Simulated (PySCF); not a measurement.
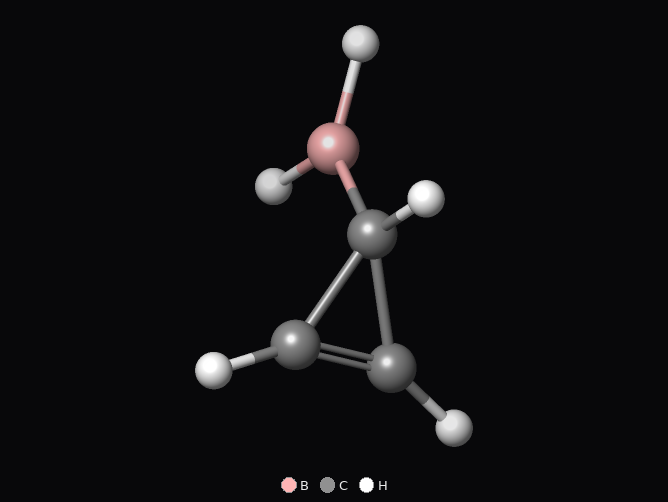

Ball-and-stick drawing of a structure. Double and triple bonds are drawn as two and three sticks.

The geometry was computed by an optimisation with PBE0-D3(BJ)/def2-SVP. No frequency run is at hand to confirm it as a minimum.

Describe the molecule.

The molecule is C3H5B. As SMILES it reads `BC1C=C1`. Independent rings (smallest set): 1 of 3 members. Among its groups: alkene, B–H bond. The point group is Cs. Coordination, clear cases only: 1 B trigonal planar.

More results for the same structure follow; atom numbers are the same in all pictures, views and colours differ.

## Geometry

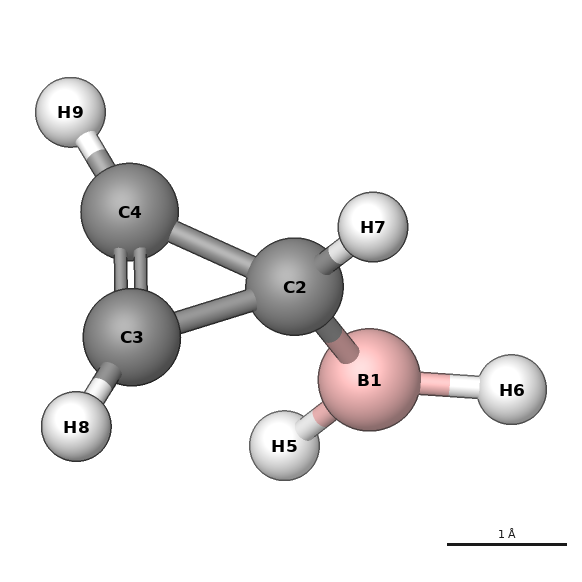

Numbered structure. No frequency run is at hand to confirm it as a minimum.

Which atoms are bonded, and how long are the bonds?

```
 bond  length (Å)   order
B1–C2       1.536  single
B1–H5       1.212  single
B1–H6       1.212  single
C2–C3       1.542  single
C2–C4       1.541  single
C2–H7       1.102  single
C3–C4       1.281  double
C3–H8       1.085  single
C4–H9       1.085  single
```

## Dipole moment

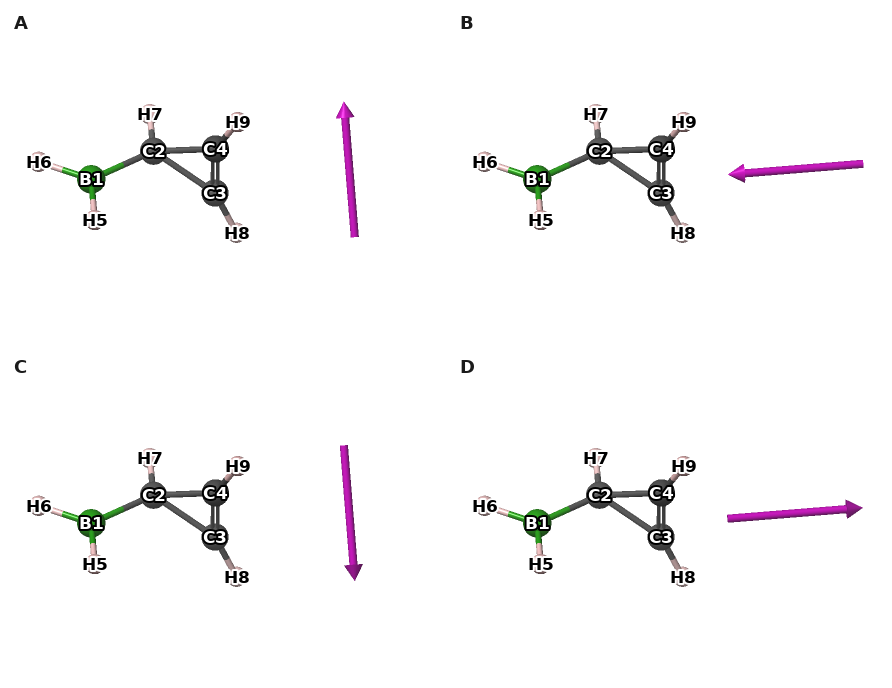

The same molecule four times, each with an arrow. No frequency run is at hand to confirm it as a minimum. Level of theory: CAM-B3LYP/def2-SVPD, gas phase (PySCF 2.14.0).

Which arrow points along the dipole moment, from the negative to the positive end?

Answer. D. The dipole moment is 1.54 D; it points from the side of H6 to the side of H8, H9 (the outermost atoms at the two ends).

## Electronic properties

No frequency run is at hand to confirm it as a minimum. Properties computed with CAM-B3LYP/def2-SVPD, gas phase (PySCF 2.14.0). Excitations: vertical, linear response.

Estimate the HOMO energy (Kohn–Sham orbital).

Answer. −8.69 eV.

Give the lowest vertical singlet excitation at this level.

Answer. 4.64 eV.

Estimate the mean static polarisability.

Answer. 48.1 bohr³.

What is the HOMO–LUMO gap?

Answer. 8.47 eV.

## NMR shielding

The questions are on isotropic NMR shieldings of the C atoms. No frequency run is at hand to confirm it as a minimum. Properties computed with GIAO PBE0/pcSseg-1 NMR shielding, non-relativistic, IEF-PCM water (PySCF 2.14.0).

List the isotropic NMR shieldings of the C atoms.

```json
{"atom": "C2", "σ (ppm)": "158.8"}
{"atom": "C3", "σ (ppm)": "67.0"}
{"atom": "C4", "σ (ppm)": "66.7"}
```
